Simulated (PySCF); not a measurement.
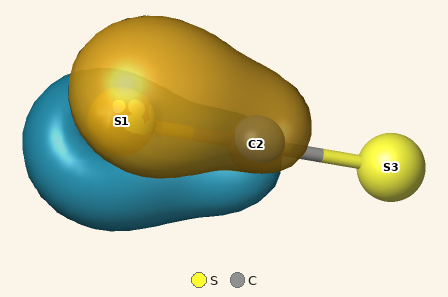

Figure. CS2, SMILES `S=C=S`. Intrinsic bond orbitals (IBO), occupied; each surface holds about 70 % of the orbital's density. Energies are diagonal elements of the Fock matrix.

Computed with PySCF, B3LYP/def2-TZVP, geometry: GFN2-xTB. No frequency check shows the geometry to be a minimum. GFN2-xTB bond lengths at metals and heavier atoms can be off by up to 0.1 Å and shapes distorted, which carries into these values.

Input

```python
import numpy as np
from pyscf import gto, scf, dft, lo
from pyscf.data.elements import chemcore

def solve(mol, dm0=None, hcore=None):
    mf = (dft.UKS if mol.spin else dft.RKS)(mol, xc='b3lyp')
    mf.grids.level = 3
    mf = mf.density_fit(auxbasis='def2-universal-jkfit')
    mf.conv_tol, mf.max_cycle = 1e-8, 80
    if hcore is not None:
        mf.get_hcore = lambda *args: hcore
    mf.kernel(dm0)
    if not mf.converged:
        mf = mf.newton().run(mf.mo_coeff, mf.mo_occ, max_cycle=30)
    assert mf.converged, 'SCF not converged'
    return mf

mol = gto.M(atom='''
S     -1.55011     0.00000     0.00000
C      0.00000    -0.00001     0.00000
S      1.55011     0.00000     0.00000
''', basis='def2-tzvp', charge=0, spin=0, verbose=4)
mf = solve(mol)
occ_all = mf.mo_coeff[:, mf.mo_occ > 0]
occ = occ_all[:, chemcore(mol):]
loc = lo.ibo.ibo(mol, occ, iaos=lo.iao.iao(mol, occ_all))
fock, s = mf.get_fock(), mf.get_ovlp()
ortho = lo.orth_ao(mol, 'meta_lowdin')
ortho = lo.vec_lowdin(lo.iao.iao(mol, occ_all), s)
labels = lo.iao.reference_mol(mol).ao_labels(fmt=None)
vir = lo.vvo.livvo(mol, occ_all, mf.mo_coeff[:, mf.mo_occ == 0])
both = np.hstack([loc, vir])
p = (ortho.T @ s @ both) ** 2
pop = np.array([p[[l[0] == a for l in labels]].sum(0) for a in range(mol.natm)])
spd = np.array([[p[[l[0] == a and l[2][-1] == k for l in labels]].sum(0) for k in 'spd'] for a in range(mol.natm)])
eps = np.einsum('pi,pq,qi->i', both, fock, both)
for i in np.argsort(eps):
    top = np.argsort(-pop[:, i])[:3]
    print('%3d %s %9.4f Eh ' % (i + 1, 'occ' if i < loc.shape[1] else 'vir', eps[i]), '  '.join('%s%d %.3f' % (mol.atom_symbol(a), a + 1, pop[a, i]) for a in top))
np.savez('result.npz', c=both, nocc=loc.shape[1], pop=pop, spd=spd, eps=eps, e=mf.e_tot)
```

Launched as:

```sh
OMP_NUM_THREADS=1 python input.py
```

The run took 3.1 s on 1 thread of Intel(R) Xeon(R) 6975P-C (Granite Rapids), on a shared host, peak memory 0.36 GiB.

What does this orbital represent?

Answer. π bond S1–C2 (S1 74 %, C2 24 %; −9.2 eV).
